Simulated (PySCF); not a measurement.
**CeH₂: relaxation and vibrations of the triplet**

Aim: relax CeH₂ as a triplet from a bent start, check by its vibrations whether the end is a minimum, and collect its spectrum and constants.

Method: PBE0, basis Ce def2-TZVP with ECP28, H def2-TZVP, scalar-relativistic core potentials, no spin–orbit coupling, density fitting; program: PySCF 2.14.0.

## Step 1: Where the work starts

3 atoms, charge 0, spin multiplicity 3.

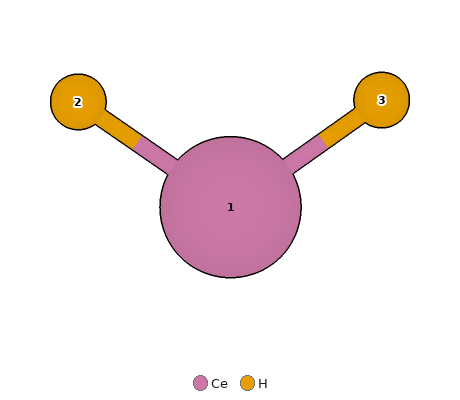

As it starts; cerium pink, hydrogen amber; atoms are numbered from 1 in the order of the file.

Coordinates in bohr (charge 0 multiplicity 3):
```
Ce    0.0000    0.0000   -0.0300
H     3.0185    0.0000    2.0836
H    -3.0185    0.0000    2.0836
```

## Step 2: Bent start, triplet: relaxation

One driver script runs all steps and calls PySCF; scf.py shows how it sets up the SCF of each step. The optimiser is the driver's own. Before each start the driver seeks the lowest SCF state from one or more starting densities and follows internal instabilities, so scf.py alone need not reach the same state.

The program finds C2v symmetry in the start, which this walk keeps.

scf.py

```python
from pyscf import gto, scf, dft
mol = gto.M(atom='''
Ce     0.000000     0.000000    -0.015886
H      1.597300    -0.000000     1.102614
H     -1.597300     0.000000     1.102614''',
    basis={'Ce': 'def2-TZVP', 'H': 'def2-TZVP'},
    ecp={'Ce': 'def2-TZVP'},
    charge=0, spin=2)
mf = dft.UKS(mol, xc='PBE0')
mf.grids.atom_grid = (50, 194)
aux = {'Ce': 'def2-universal-JKFIT', 'H': 'def2-universal-JKFIT'}
mf = mf.density_fit(auxbasis=aux)
mf.kernel()
```

Steps of the walk:

```
step  energy (Eh)  change (kJ/mol)  largest symmetric gradient (Eh/bohr)
   0  -476.104204             0.00                               0.01448
   1  -476.105206            -2.63                               0.00966
   2  -476.106141            -5.09                               0.00099
   3  -476.106159            -5.13                               0.00024
   4  -476.106160            -5.14                               0.00032
   5  -476.106162            -5.14                               0.00025
```

The walk ran for 42 s (4 threads, shared host).

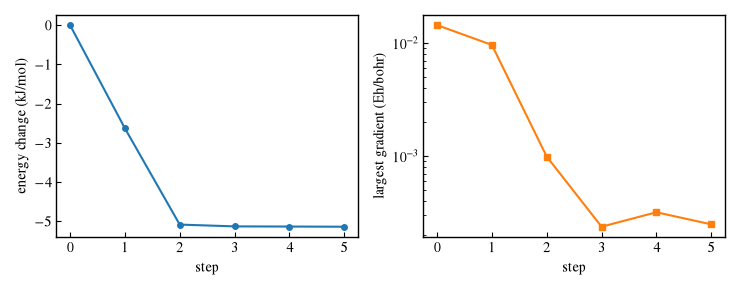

Energy and largest gradient along the walk.

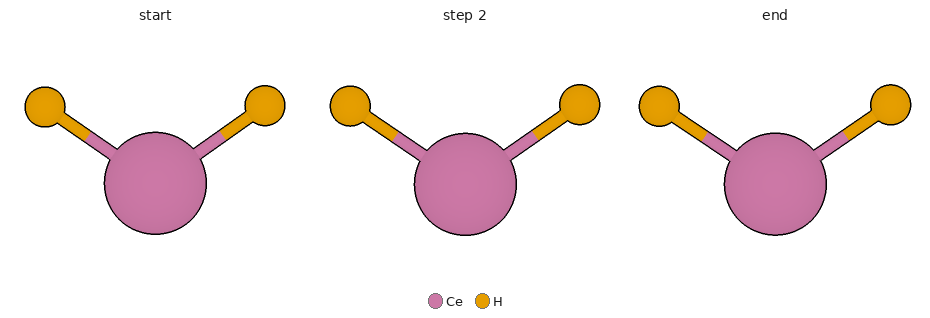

Start and end of the relaxation, with a step between.

It settles in C2v symmetry, 5.1 kJ/mol below the start, after 5 steps: Ce–H 2.032 Å (×2); H–Ce–H 111.6°.

## Step 3: Frequencies

On the finer grid the gradient is checked again; gradients at displacements of ±0.01 bohr then give force constants and infrared intensities.

scf.py, as its differences from that of step 2:

```diff
@@ -3,3 +3,3 @@
-Ce     0.000000     0.000000    -0.015886
-H      1.597300    -0.000000     1.102614
-H     -1.597300     0.000000     1.102614''',
+Ce    -0.000000    -0.000000    -0.013531
+H      1.682438    -0.000000     1.124368
+H     -1.682438     0.000000     1.124368''',
@@ -10 +10 @@
-mf.grids.atom_grid = (50, 194)
+mf.grids.atom_grid = (75, 302)
```

The driver hands on the density of the step before, so the log starts near convergence.

SCF at the final geometry:

```text
init E= -476.105939266292
[... the frontier-level lines of each cycle are left out ...]
cycle= 1 E= -476.105939266501  delta_E= -2.09e-10  |g|= 5.52e-06  |ddm|= 1.83e-05
cycle= 2 E= -476.105939266702  delta_E= -2.01e-10  |g|= 5.43e-06  |ddm|= 1.74e-05
cycle= 3 E= -476.105939266813  delta_E= -1.11e-10  |g|= 5.24e-06  |ddm|= 9.48e-06
cycle= 4 E= -476.105939268531  delta_E= -1.72e-09  |g|= 4.91e-06  |ddm|= 0.000152
cycle= 5 E= -476.105939269274  delta_E= -7.43e-10  |g|= 4.89e-06  |ddm|= 6.69e-05
cycle= 6 E= -476.105939269654  delta_E= -3.8e-10  |g|= 4.8e-06  |ddm|= 3.43e-05
cycle= 7 E= -476.105939273489  delta_E= -3.84e-09  |g|= 4.4e-06  |ddm|= 0.000369
cycle= 8 E= -476.105939275618  delta_E= -2.13e-09  |g|= 4.08e-06  |ddm|= 0.00023
cycle= 9 E= -476.1059392774  delta_E= -1.78e-09  |g|= 3.92e-06  |ddm|= 0.000209
cycle= 10 E= -476.105939280189  delta_E= -2.79e-09  |g|= 3.67e-06  |ddm|= 0.000368
cycle= 11 E= -476.105939281806  delta_E= -1.62e-09  |g|= 3.36e-06  |ddm|= 0.000247
cycle= 12 E= -476.105939283485  delta_E= -1.68e-09  |g|= 3.2e-06  |ddm|= 0.000274
cycle= 13 E= -476.105939284004  delta_E= -5.19e-10  |g|= 3.1e-06  |ddm|= 7.62e-05
cycle= 14 E= -476.105939284789  delta_E= -7.85e-10  |g|= 3.01e-06  |ddm|= 0.000132
cycle= 15 E= -476.10593928596  delta_E= -1.17e-09  |g|= 2.89e-06  |ddm|= 0.000205
cycle= 16 E= -476.105939286324  delta_E= -3.64e-10  |g|= 2.79e-06  |ddm|= 5.7e-05
cycle= 17 E= -476.105939287623  delta_E= -1.3e-09  |g|= 2.66e-06  |ddm|= 0.000239
cycle= 18 E= -476.105939288847  delta_E= -1.22e-09  |g|= 2.55e-06  |ddm|= 0.000244
cycle= 19 E= -476.105939289758  delta_E= -9.11e-10  |g|= 2.32e-06  |ddm|= 0.000185
cycle= 20 E= -476.10593929218  delta_E= -2.42e-09  |g|= 1.87e-06  |ddm|= 0.000619
cycle= 21 E= -476.105939293594  delta_E= -1.41e-09  |g|= 1.37e-06  |ddm|= 0.000579
cycle= 22 E= -476.105939293762  delta_E= -1.68e-10  |g|= 1.05e-06  |ddm|= 0.00011
cycle= 23 E= -476.105939294178  delta_E= -4.16e-10  |g|= 5.73e-07  |ddm|= 0.000392
cycle= 24 E= -476.105939294219  delta_E= -4.09e-11  |g|= 4.15e-07  |ddm|= 8.07e-05
Extra cycle  E= -476.105939294217  delta_E= 1.65e-12  |g|= 3.71e-07  |ddm|= 2.4e-06
converged SCF energy = -476.105939294217  <S^2> = 2.0037337  2S+1 = 3.0024881
```

The whole step took 2.4 min.

Geometry: C2v; Ce–H 2.031 Å (×2); H–Ce–H 111.9°.

Modes, for the most abundant isotopes:

```tsv
ω (cm⁻¹)	IR (km/mol)	type
454	193	bend
1380	739	stretch
1414	623	stretch
```

Every mode is real; the point is a minimum.

The SCF density has lower symmetry than the nuclear frame, so the modes carry no labels.

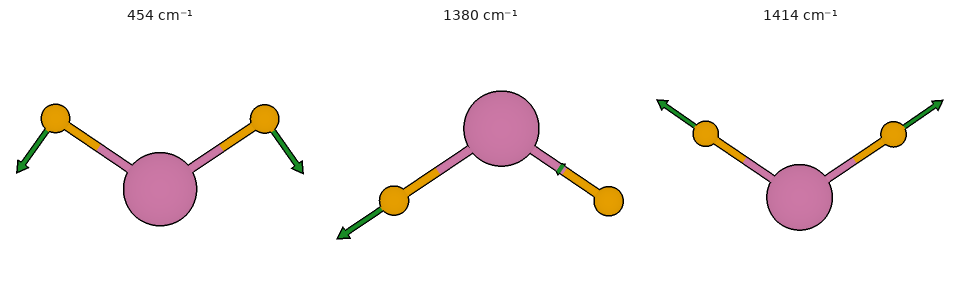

How the atoms move in 3 of the modes.

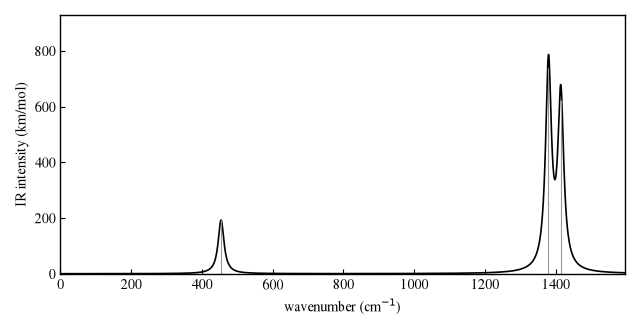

The harmonic infrared spectrum (widths in cm⁻¹). Lines are broadened to a width of 20 cm⁻¹ (Lorentzian).

Properties at this point:

| Item | Value |
| --- | --- |
| Dipole moment | 3.61 D |
| Highest occupied level | -4.02 eV |
| Lowest empty level | -1.64 eV |
| Rotational constants | 6.552, 2.955, 2.036 cm⁻¹ |
| Zero-point energy | 19.4 kJ/mol |
| Principal polarisabilities | 102.7, 139.8, 179.5 bohr³ |
| Principal traceless quadrupole moments about the centre of mass | -7.14, 2.62, 4.51 D Å |
| Entropy at 298.15 K and 1 bar (electronic part: spin only) | 245.9 J/(mol K) |
| Heat capacity Cp at 298.15 K | 39.8 J/(mol K) |
| Enthalpy at 298.15 K above 0 K | 10.64 kJ/mol |
| Rotational symmetry number | 2 |
| Spin squared ⟨S²⟩ | 2.004 |

Populations by atom (charges in e):

```
atom  Mulliken  Löwdin  polar tensor  spin (Mulliken)  Mayer order to Ce1
 Ce1      0.47    0.41          1.01             2.06                   –
H2,3     -0.24   -0.20         -0.51            -0.03                0.92
```

Outer orbital energies (eV). α occupied: -43.24, -24.07, -24.01, -23.94, -7.17, -7.09, -6.83, -4.02; empty: -1.64, -1.58, -1.31, -1.30. β occupied: -114.42, -114.35, -42.53, -23.48, -23.35, -23.21, -7.09, -6.78; empty: -1.62, -0.95, -0.86, -0.78.

Mulliken populations on Ce1 (outside its core potential): s 4.90, p 12.14, d 11.35, f 1.13.

## Step 4: Summary of results

| quantity | value |
| --- | --- |
| minimum | triplet, C2v |
| geometry | Ce–H 2.031 Å (×2); H–Ce–H 111.9° |
| wavenumbers (cm⁻¹) | 454, 1380, 1414 |
| dipole moment | 3.61 D |
| highest occupied, lowest empty level (either spin) | -4.02, -1.64 eV |
| polar-tensor charge of Ce1 | +1.01 e |
| zero-point energy | 19.4 kJ/mol |
| entropy at 298.15 K | 245.9 J/(mol K) |
| ⟨S²⟩ | 2.004 |

The molecule stays C2v, as typed, and the end point is a minimum. The strongest infrared band lies at 1380 cm⁻¹ (stretch). Most of the spin sits on Ce1 (Mulliken spin 2.06, against 2 for the whole molecule). Only this shape and spin were tried, so other structures or states may lie lower. The SCF density has lower symmetry than the nuclear frame. One determinant may miss the lowest occupation of an open d or f shell. With an element this heavy the missing spin–orbit coupling can shift these numbers.

The search up to here took 4.1 min.
